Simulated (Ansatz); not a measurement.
**SiH2 (SMILES [SiH2]): revPBE/cc-pVDZ**

What is the electronic atomisation energy of SiH2 at revPBE/cc-pVDZ? 

Program for the calculation: Ansatz 0.2.0.

61 further runs of the same task are left out: 61 set aside as unsound or not needed.

### 1 The molecule

The species is SiH2 (3 atoms), meant as a singlet with charge 0. SMILES: `[SiH2]`. Geometry: relaxed at PBE0-D4/def2-TZVP.

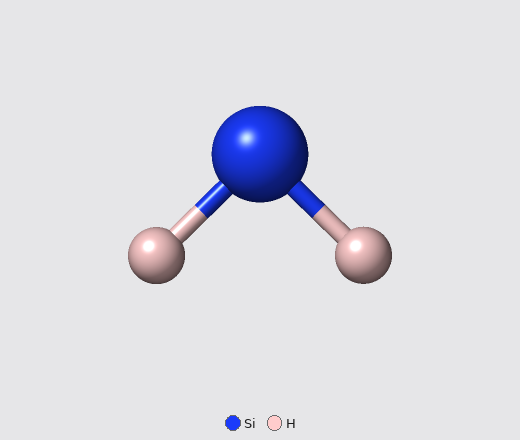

The structure, seen from a chosen angle (silicon blue, hydrogen pink).

### 2 A single-point energy at revPBE/cc-pVDZ

Input file in.yaml:

```yaml
basis:
  gaussian: {orbitals: cc-pVDZ}
crystal:
  periodic: [false, false, false]
  atoms:
    - {symbol: Si, position_ang: [-0.491200, 0.468600, -0.213600]}
    - {symbol: H, position_ang: [0.840300, 0.578600, 0.522500]}
    - {symbol: H, position_ang: [-0.349100, -1.047200, -0.308900]}
total_charge: 0
magnetization: {spin_polarized: false, initial_magnetization: 0}
hamiltonian: {xc: {name: revPBE}}
accuracy: high
```

Command:

```sh
ansatz run in.yaml --threads 1 --pin off --max-ram 2610MiB --events-out events.jsonl --progress --plain --runs-dir runs
```

What it wrote:

```text
Warning: RAYON_NUM_THREADS=1 ignored (pool sized by the plan → 1); use --threads N
Functional definition: revPBE
  name "revPBE"
  parameter kappa = 1.245
  parameter beta = 0.06672455060314922
  exchange = pbe_x(kappa = kappa, mu = beta*pi^2/3)
  correlation = pbe_c(beta = beta)
554 factors; integrals over basis functions are off by at most 3.2e-9 eV
mean field evaluation 1: about -7905.6191 eV, gradient 1.1e1 eV
mean field evaluation 2: about -7905.9007 eV, gradient 7.3e0 eV
mean field evaluation 4: about -7906.1767 eV, gradient 1.9e-1 eV
mean field evaluation 8: about -7906.1690 eV, gradient 3.6e-3 eV
mean field evaluation 16: about -7906.1690 eV, gradient 6.6e-8 eV
mean field -7906.16896131 eV, -290.5463503345 hartree, gradient 8.7e-9 eV, S^2 0.000000; 0 other end points of the search recorded, 0 dependent functions left out
reference -7906.16896413 eV, -290.5463504378 hartree; 8, 8 occupied and 20, 20 virtual orbitals, 554 factors
Total energy: -7906.16896413 eV, -290.5463504378 hartree
```

Run time: 0.89 s. Hardware: 1 thread of Arm Neoverse V1, shared host.

### 3 The H atom, same level

Input file input.yaml:

```yaml
crystal:
  periodic: [false, false, false]
  atoms:
    - symbol: H
      position_ang: [0.000000, 0.000000, 0.000000]
basis:
  gaussian:
    orbitals: cc-pVDZ
magnetization:
  spin_polarized: true
  initial_magnetization: 1
hamiltonian:
  xc: {name: revPBE}
accuracy: high
```

Run the same way, it converges to -0.50319 Eh (log not shown).

### 4 The Si atom, same level

Input file run.yaml:

```yaml
crystal:
  periodic: [false, false, false]
  atoms:
    - {symbol: Si, position_ang: [0.000000, 0.000000, 0.000000]}
basis:
  gaussian:
    orbitals: cc-pVDZ
hamiltonian:
  xc: {name: revPBE}
magnetization:
  spin_polarized: true
  initial_magnetization: 2
accuracy: high
```

Run the same way, it converges to -289.31204 Eh (log not shown).

### 5 Results

At revPBE/cc-pVDZ:

| quantity | value |
| --- | --- |
| molecule: total energy | -290.54635 Eh |
| H atom: total energy | -0.50319 Eh |
| H atom: ⟨S²⟩ | 0.750 |
| Si atom: total energy | -289.31204 Eh |
| Si atom: ⟨S²⟩ | 2.004 |
| electronic atomisation energy | 6.202 eV |

Taking the molecule apart into free atoms costs 6.20 eV (598 kJ/mol), before zero-point energy and without spin-orbit coupling.
